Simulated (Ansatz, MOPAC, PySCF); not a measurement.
HF (SMILES F) and C2H3N (SMILES CC#N) are pulled apart as rigid monomers along the line of their centres of mass, from the B3LYP-D3(BJ)/def2-TZVP minimum. Starting geometry (charge 0, multiplicity 1):
```xyz
8

F      0.48256    -0.31717    -0.34942
H      0.35995    -0.18489     0.57558
C     -0.20969     0.42776     4.86402
C     -0.02031     0.22427     3.43916
N      0.12917     0.06363     2.31424
H     -1.22222     0.14162     5.14890
H      0.50164    -0.17950     5.42392
H     -0.05395     1.47741     5.11344
```

Interaction energies with rigid monomers; basis-set methods are counterpoise corrected unless marked otherwise.

Rows in 6-31G* carry no dispersion term and start afresh at each structure (6-31G* with six Cartesian d functions). MP2/6-31G* freezes PySCF's default core. The state reached by PM3 isn't checked.

Codes used: Ansatz (Gaussian basis) for Hartree–Fock, density functionals and correlated methods; MOPAC for PM3 (differences of heats of formation); PySCF for 6-31G* rows. Each number belongs to the level named beside it.

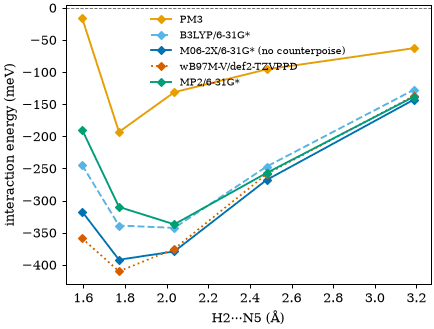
Interaction energy against separation

Question: Which level binds most strongly at H2···N5 = 1.77, and by how much?

Answer: wB97M-V/def2-TZVPPD, -410 meV.

Ansatz is a first-principles code.
